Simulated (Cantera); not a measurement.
Charge: 1 mol Ti(OiPr)4, 0.47 mol C3H8, 59 mol H2, held at 13300 Pa.

Equilibrium computed with Cantera from the NASA thermochemical tables; the gas is ideal and each condensed phase is pure. Candidate condensed phases: C, C6H6, C7H8, C8H18, H2O, Ti, TiC, TiO, TiO2, Ti2O3, Ti3O5, Ti4O7; 113 gas species. The feed counts by its element totals alone. TiC: taken at fixed stoichiometry. Condensed phases not in the tables: Magnéli phases beyond Ti4O7. Kinetics and transport are ignored.

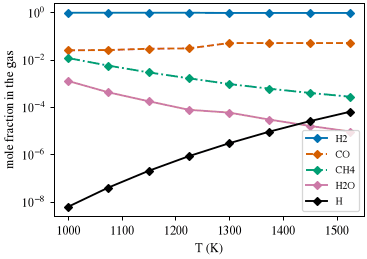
Figure: Equilibrium gas composition (values under 1e-9 drawn at 1e-9)

From 1000 K to 1075 K the condensed part is C(graphite) + TiO2(rutile). At 1150 K the condensed part is C(graphite) + Ti4O7(s). At 1225 K the condensed part is C(graphite) + Ti3O5(s). From 1300 K to 1525 K the condensed part is C(graphite) + TiC(s).
